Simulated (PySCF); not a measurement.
SMILES O([SiH3])/C=C\C (C3H8OSi) at its GFN2-xTB optimised geometry (Å):

```
13

C      1.0682    -1.9519    -0.3551
C      1.6493    -0.5915    -0.1537
C      0.9335     0.5139     0.0000
O     -0.4186     0.5139     0.0000
Si    -1.5161     1.7089     0.0000
H      1.4186    -2.3775    -1.2950
H     -0.0165    -1.8979    -0.3711
H      1.3794    -2.6190     0.4486
H      2.7258    -0.5148    -0.1335
H      1.4061     1.4787     0.1409
H     -1.3023     2.6190     1.1288
H     -2.7258     0.9119     0.1163
H     -1.4383     2.4848    -1.2407
```

Calculation: PySCF with PBE/def2-TZVP.

Map of the electron localisation function on the plane z = 1.0 Å:

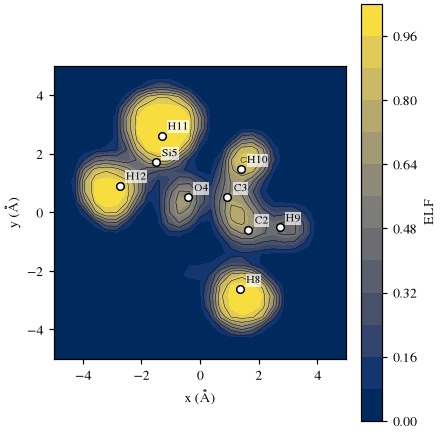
Fig. 1. Electron localisation function on the plane z = 1.0 Å.
